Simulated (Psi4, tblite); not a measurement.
Approach curve of the dimer CO2 ··· CH4S (SMILES O=C=O and CS). Monomers: optimised at B3LYP-D3(BJ) (def2-TZVP), held rigid. Orientation: lowest of the rigid-body minima from ten starts at GFN2-xTB. Only R, the distance of the centres of mass, is varied, so the lowest point isn't the relaxed dimer.

Geometry at R = 3.46 Å (first 3 atoms: monomer A):
```
9

O     -1.1597     0.0000     0.0000
C      0.0000     0.0000     0.0000
O      1.1597     0.0000     0.0000
C     -2.3503     3.1523     0.4865
S     -0.5295     3.2399     0.5123
H     -2.7630     3.7402    -0.3305
H     -2.6003     2.1050     0.3261
H     -2.7752     3.4727     1.4354
H     -0.4306     4.5640     0.7126
```

Methods: GFN2-xTB (tblite); MP2/aug-cc-pVDZ = DF-MP2/aug-cc-pVDZ, frozen core, counterpoise-corrected in Psi4 1.11; BLYP-D3(BJ)/def2-TZVP, counterpoise-corrected (Psi4); SAPT0/jun-cc-pVDZ, frozen core (Psi4); BLYP/def2-TZVP, counterpoise-corrected (Psi4).

Interaction energies in kcal/mol (negative: bound); R is the distance of the centres of mass, d the O1···H7 distance.

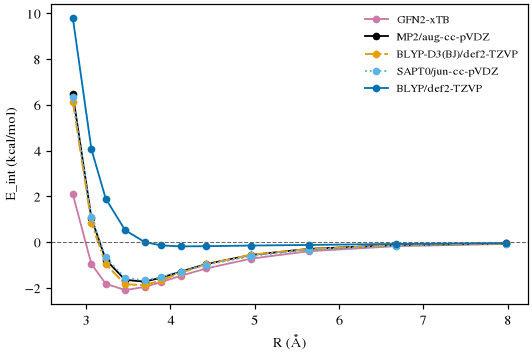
Interaction energy against separation.

```
R / Å  d / Å  GFN2-xTB  MP2/aug-cc-pVDZ  BLYP-D3(BJ)/def2-TZVP  SAPT0/jun-cc-pVDZ  BLYP/def2-TZVP
-----  -----  --------  ---------------  ---------------------  -----------------  --------------
2.84    1.98      2.10             6.46                   6.13               6.33            9.80
3.06    2.19     -0.95             1.06                   0.84               1.11            4.07
3.23    2.35     -1.82            -0.76                  -0.96              -0.67            1.90
3.46    2.57     -2.09            -1.65                  -1.84              -1.56            0.53
3.69    2.79     -1.96            -1.72                  -1.88              -1.67            0.01
3.89    2.99     -1.74            -1.55                  -1.66              -1.53           -0.14
4.12    3.21     -1.47            -1.29                  -1.34              -1.29           -0.18
4.42    3.51     -1.15            -0.96                  -0.97              -0.99           -0.18
4.95    4.03     -0.72            -0.56                  -0.55              -0.61           -0.15
5.64    4.71     -0.39            -0.29                  -0.30              -0.34           -0.12
6.67    5.73     -0.18            -0.13                  -0.14              -0.16           -0.08
7.98    7.03     -0.07            -0.06                  -0.06              -0.07           -0.04
```

Lowest grid point: GFN2-xTB -2.09 kcal/mol at R = 3.46 Å; MP2/aug-cc-pVDZ -1.72 kcal/mol at R = 3.69 Å; BLYP-D3(BJ)/def2-TZVP -1.88 kcal/mol at R = 3.69 Å; SAPT0/jun-cc-pVDZ -1.67 kcal/mol at R = 3.69 Å; BLYP/def2-TZVP -0.18 kcal/mol at R = 4.12 Å.
